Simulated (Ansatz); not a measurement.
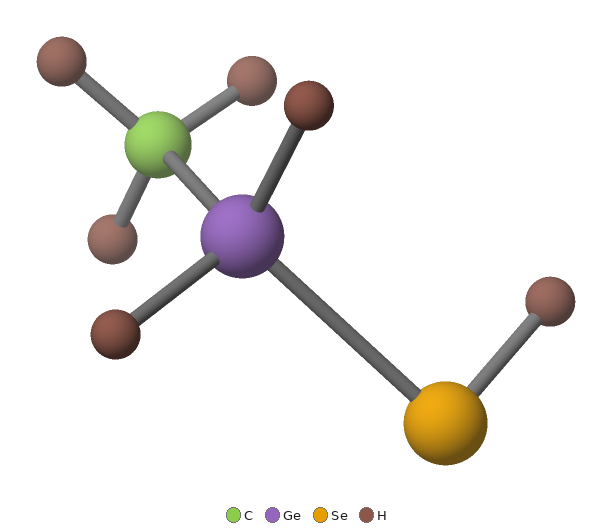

Ball-and-stick drawing of a structure.

Computed geometry: PBE0-D4/def2-TZVP optimisation.

Identify the structure.

It has 9 atoms: 1 carbon, 6 hydrogen, 1 germanium and 1 selenium (CH₆GeSe). As SMILES it reads `[CH3][GeH2][SeH]`. This geometry has C1 symmetry. Coordination: 1 C tetrahedral; 1 Ge tetrahedral; 1 Se bent.

The parts below concern this one geometry. Atoms keep their numbers from picture to picture.

Charges

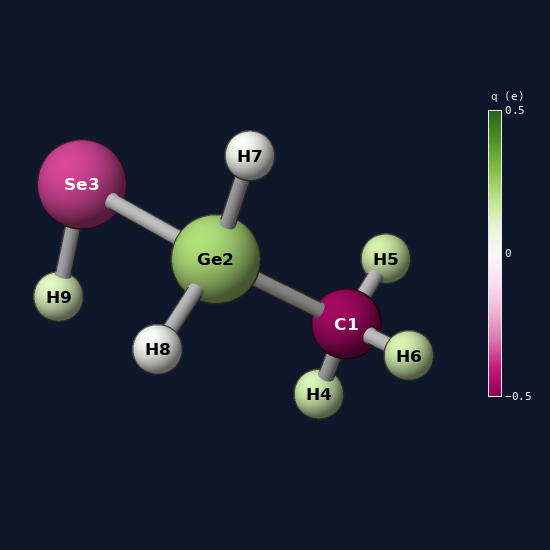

Atoms are coloured by their Mulliken charges. Method: RKS PBE0-D4/def2-TZVP (Ansatz 0.2.0).

Give the Mulliken charges atom by atom.

```csv
atom,value (e)
C1,−0.47
Ge2,0.22
Se3,−0.35
H4,0.14
H5,0.15
H6,0.15
H7,0.02
H8,0.01
H9,0.13
```

Dipole moment

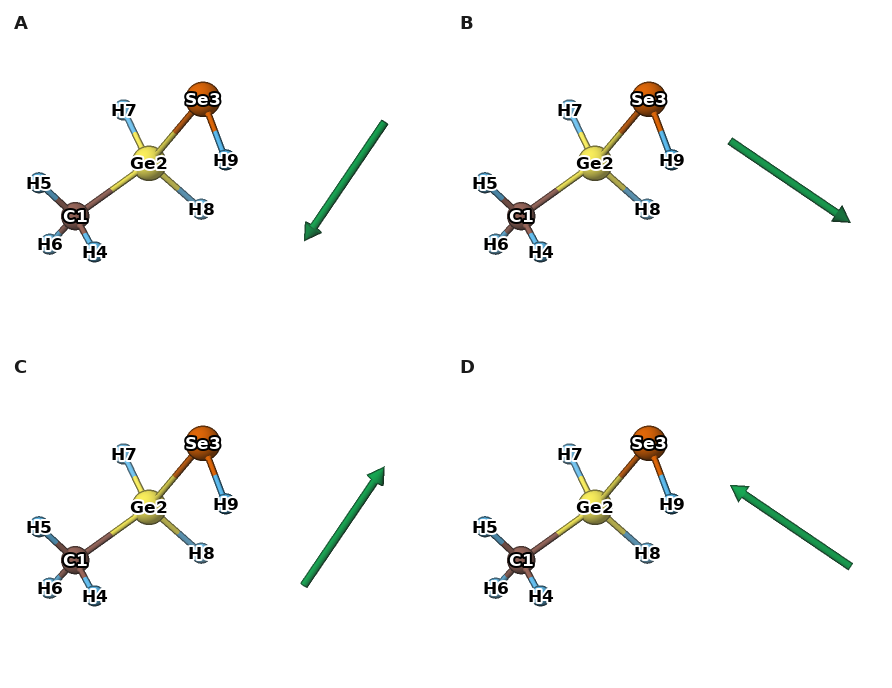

The same molecule four times, each with an arrow. Method: RKS PBE-D4/def2-TZVPP (Ansatz 0.2.0).

> Which arrow points along the dipole moment, from the negative to the positive end?

A. The dipole moment is 1.72 D; it points from the side of Se3 to the side of H6 (the outermost atoms at the two ends).

Thermal motion

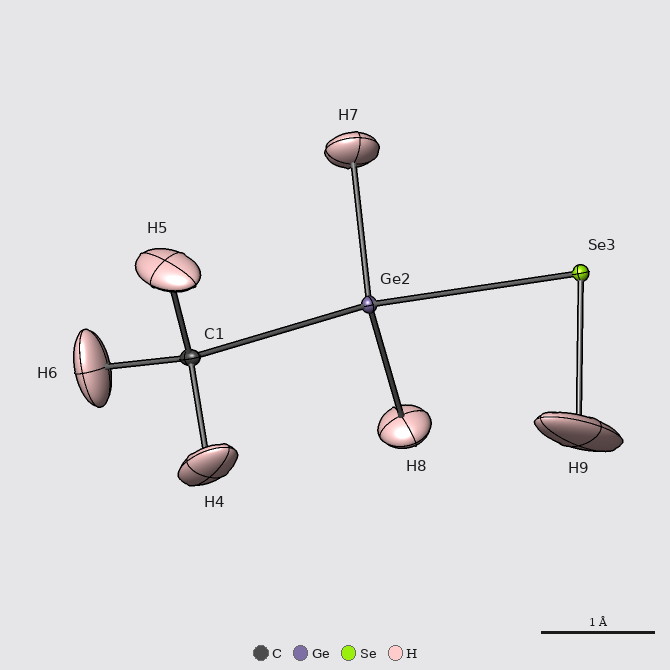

Displacement ellipsoids at the 50 % level, from the internal vibrations of the free molecule (harmonic, no overall translation or rotation; no half-axis is drawn under 0.075 Å). Vibrations computed with RKS PBE0-D4/def2-TZVP (Ansatz 0.2.0). Temperature: 0 K (zero-point motion alone).

List U_eq and the three principal root-mean-square amplitudes for each kind of atom.

| atom | U_eq (Å²) | rms amplitudes (Å) |
| --- | --- | --- |
| C1 | 0.0024 | 0.026, 0.041, 0.070 |
| Ge2 | 0.00028 | 0.009, 0.016, 0.022 |
| Se3 | 0.00020 | 0.005, 0.011, 0.021 |
| H4 | 0.0266 | 0.079, 0.141, 0.232 |
| H5 | 0.0263 | 0.078, 0.142, 0.230 |
| H6 | 0.0280 | 0.095, 0.153, 0.227 |
| H7 | 0.0197 | 0.088, 0.155, 0.165 |
| H8 | 0.0197 | 0.089, 0.154, 0.166 |
| H9 | 0.0516 | 0.082, 0.164, 0.348 |

Mulliken values depend strongly on the basis set and can even reverse the polarity of a bond.
